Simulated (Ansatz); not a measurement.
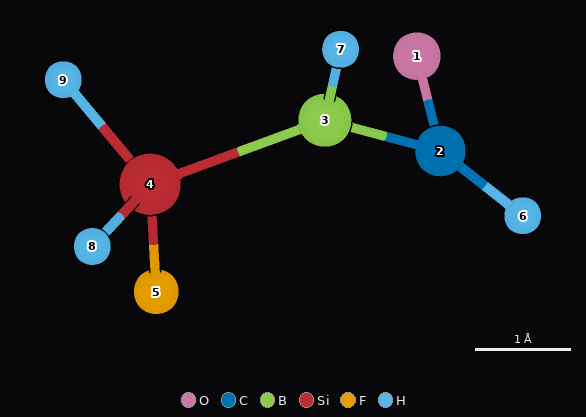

Fig. 1: The structure as given in the input (ball-and-stick view, seen at a tilt; atoms are numbered from 1 in the order of the input).

**Frequency calculation of CH4BFOSi**

CH4BFOSi, SMILES O=CB[SiH2]F, computed with PBE/def2-SVP, RKS (Ansatz 0.2.0).

The geometry was optimised with PBE/def2-SVP. Figures and captions count atoms from 1; the log counts them from 0 in places.

## The input
```yaml
crystal:
  periodic: [false, false, false]
  atoms:
    - {symbol: O, position_ang: [-0.767006, 0.762013, 1.752005]}
    - {symbol: C, position_ang: [-0.137570, 1.452581, 0.929544]}
    - {symbol: B, position_ang: [0.622304, 0.203382, 0.483974]}
    - {symbol: Si, position_ang: [-0.075640, -1.013903, -0.953575]}
    - {symbol: F, position_ang: [-1.361929, -0.329746, -1.730362]}
    - {symbol: H, position_ang: [-0.303120, 2.552440, 0.805868]}
    - {symbol: H, position_ang: [1.645740, -0.076345, 1.081363]}
    - {symbol: H, position_ang: [1.003004, -1.257455, -1.978731]}
    - {symbol: H, position_ang: [-0.537383, -2.339167, -0.407385]}
basis:
  gaussian:
    orbitals: def2-SVP
total_charge: 0
hamiltonian:
  xc: pbe
phonons:
  temperatures:
    t_min: 298.15
    t_max: 298.15
    t_step: 1
```

Run on 1 thread of Arm Neoverse V2, 24 GiB of memory available, shared host.

Command:
```bash
ansatz run input.yaml --threads 1 --pin off --max-ram 3480MiB --events-out events.jsonl --progress --plain --runs-dir runs
```

## The program's output
```
Functional definition: PBE
  name "PBE"
  parameter kappa = 0.804
  parameter beta = 0.06672455060314922
  exchange = pbe_x(kappa = kappa, mu = beta*pi^2/3)
  correlation = pbe_c(beta = beta)
1031 factors; their error is unknown
mean field evaluation 1: about -14397.0214 eV, gradient 4.3e1 eV
mean field evaluation 2: about -14384.6891 eV, gradient 9.2e1 eV
mean field evaluation 4: about -14400.9282 eV, gradient 7.8e0 eV
mean field evaluation 8: about -14401.0407 eV, gradient 1.9e-1 eV
mean field evaluation 16: about -14400.9779 eV, gradient 1.0e-4 eV
mean field -14400.97786301 eV, -529.2261751324 hartree, gradient 3.7e-5 eV, S^2 0.000000; 0 other end points of the search recorded, 0 dependent functions left out
the calculation of the forces begins
reference -14400.97789585 eV, -529.2261763392 hartree; 23, 23 occupied and 71, 71 virtual orbitals, 1031 factors
these checks for a lower state are left out or cut short: stability, starts, cluster_reference, orbital_swaps, neighbouring_geometries, increment
1031 factors; their error is unknown
mean field -14400.97780080 eV, -529.2261728459 hartree, gradient 1.1e-6 eV, S^2 0.000000; 0 other end points of the search recorded, 0 dependent functions left out
[... from here on the field's lines of each further geometry are left out, up to the last ...]
the calculation of the forces begins
reference -14400.97788499 eV, -529.2261759400 hartree; 23, 23 occupied and 71, 71 virtual orbitals, 1031 factors
these checks for a lower state are left out or cut short: stability, starts, cluster_reference, orbital_swaps, neighbouring_geometries, increment
1031 factors; their error is unknown
mean field -14400.97785040 eV, -529.2261746687 hartree, gradient 1.7e-6 eV, S^2 0.000000; 0 other end points of the search recorded, 0 dependent functions left out
the calculation of the forces begins
reference -14400.97788323 eV, -529.2261758754 hartree; 23, 23 occupied and 71, 71 virtual orbitals, 1031 factors
Total energy: -14400.97789585 eV, -529.2261763392 hartree
Atom 0 at    -0.767006     0.762013     1.752005 Å, force     0.000237     0.000023    -0.000814 eV/Å
Atom 1 at    -0.137570     1.452581     0.929544 Å, force     0.000467     0.000346     0.000942 eV/Å
Atom 2 at     0.622304     0.203382     0.483974 Å, force    -0.000709    -0.000046     0.000241 eV/Å
Atom 3 at    -0.075640    -1.013903    -0.953575 Å, force    -0.000410    -0.000515    -0.000393 eV/Å
Atom 4 at    -1.361929    -0.329746    -1.730362 Å, force     0.000221     0.000102     0.000071 eV/Å
Atom 5 at    -0.303120     2.552440     0.805868 Å, force    -0.000310    -0.000265    -0.000257 eV/Å
Atom 6 at     1.645740    -0.076345     1.081363 Å, force     0.000364    -0.000035    -0.000157 eV/Å
Atom 7 at     1.003004    -1.257455    -1.978731 Å, force     0.000244     0.000358     0.000012 eV/Å
Atom 8 at    -0.537383    -2.339167    -0.407385 Å, force    -0.000104     0.000032     0.000356 eV/Å
Dipole moment:     0.258901     0.320974     0.086880 e Å
Vibrations: 57.22 93.42 174.32 206.46 333.42 486.92 569.31 695.35 720.62 813.41 833.53 881.65 916.95 971.66 1056.13 1320.98 1624.31 2147.38 2158.46 2550.48 2944.88 cm⁻¹, zero-point energy 1.336354 eV
```

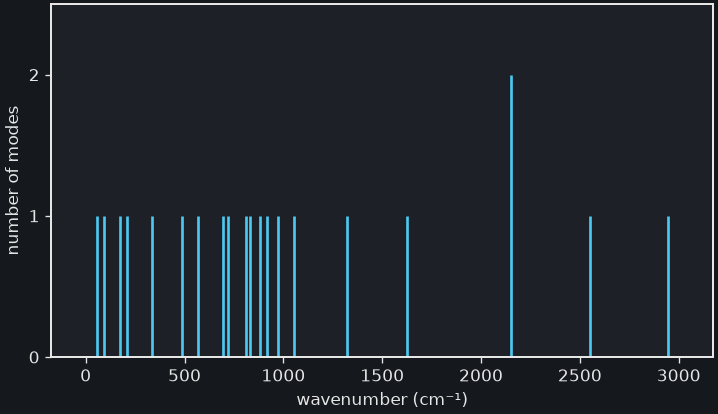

Fig. 2: Harmonic vibrational wavenumbers from the force constants; neighbouring modes closer than 13 cm⁻¹ are counted in one stick. 21 modes from 57 to 2945 cm⁻¹, none imaginary.

## Key numbers

```csv
quantity,value
outcome,converged
total energy,−529.226176 hartree
basis functions,94
largest force,0.001 eV/Å
zero-point energy,0.049110 hartree
dipole moment,2.02 D
"wavenumbers, lowest and highest",57 and 2945 cm⁻¹
wall time,78 s
peak memory,0.12 GiB
```
